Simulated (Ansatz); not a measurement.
# C2H13GeInSi2Zn: the cost of one run

Method: one geometry, several basis sets; program: Ansatz 0.2.0, Gaussian basis.

The runs, in order: PBE0-D4/def2-SVP; ωB97M-V/def2-SVP; PBE0-D4/def2-QZVPP; ωB97M-V/def2-QZVPP; the functionals' def2-TZVPP values are taken from earlier runs.

1 further run of the same task is left out (for a known fault of the program).

### 1 Structure used throughout

All runs share one geometry, relaxed beforehand with PBE0-D4 in a triple-zeta def2 set. In takes the def2 core potential; no spin-orbit term is included.

SMILES `C[C]([SiH3])([ZnH])[GeH2][SiH2][InH2]`, 20 atoms, charge 0, spin multiplicity 1.

Atoms are counted from 1 here; the program's logs count them from 0.

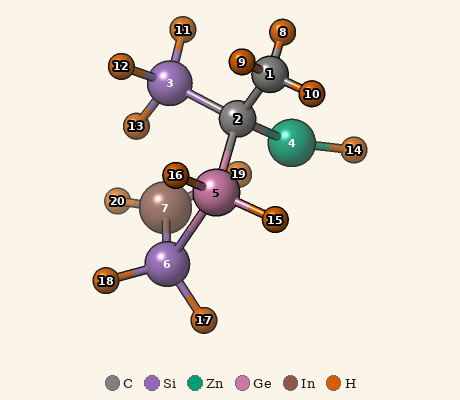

The structure; carbon grey, silicon purple, zinc teal, germanium pink, indium brown, hydrogen orange; atoms are numbered from 1 in the order of the file.

### 2 PBE0-D4 in def2-SVP

File in.yaml:

```yaml
crystal:
  periodic: [false, false, false]
  atoms:
    - {symbol: C, position_ang: [-2.381642, -0.651022, -0.471307]}
    - {symbol: C, position_ang: [-0.890351, -0.374757, -0.183164]}
    - {symbol: Si, position_ang: [-0.535571, -0.624401, 1.599401]}
    - {symbol: Zn, position_ang: [0.283373, -1.623509, -1.231553]}
    - {symbol: Ge, position_ang: [-0.462032, 1.468071, -0.733291]}
    - {symbol: Si, position_ang: [1.853719, 1.939065, -0.346394]}
    - {symbol: In, position_ang: [2.682363, -0.263468, 0.648775]}
    - {symbol: H, position_ang: [-2.679655, -1.662704, -0.175476]}
    - {symbol: H, position_ang: [-3.046148, 0.044765, 0.057439]}
    - {symbol: H, position_ang: [-2.610392, -0.554565, -1.536899]}
    - {symbol: H, position_ang: [-0.747421, -2.023698, 2.062591]}
    - {symbol: H, position_ang: [-1.233886, 0.293014, 2.546669]}
    - {symbol: H, position_ang: [0.938059, -0.360488, 1.918170]}
    - {symbol: H, position_ang: [0.575319, -2.628420, -2.377790]}
    - {symbol: H, position_ang: [-0.799282, 1.607843, -2.235607]}
    - {symbol: H, position_ang: [-1.376255, 2.458210, 0.031059]}
    - {symbol: H, position_ang: [2.542638, 2.233736, -1.634070]}
    - {symbol: H, position_ang: [2.040661, 3.104762, 0.559627]}
    - {symbol: H, position_ang: [2.035654, -1.621927, -0.336945]}
    - {symbol: H, position_ang: [3.810839, -0.760508, 1.838775]}
basis:
  gaussian: {orbitals: def2-SVP}
hamiltonian: {xc: pbe0, dispersion: d4}
output: {orbitals: {seedname: orbitals}}
```

Launch:

```console
ansatz run in.yaml --threads 4 --pin off --events-out ev --progress --plain --max-ram 66560MiB --backend cpu
```

**Question.** How long does this run take on 4 threads of AMD EPYC 7R13, shared host, and how much memory does it need?

About 8.1 s, with a peak of 0.95 GiB.
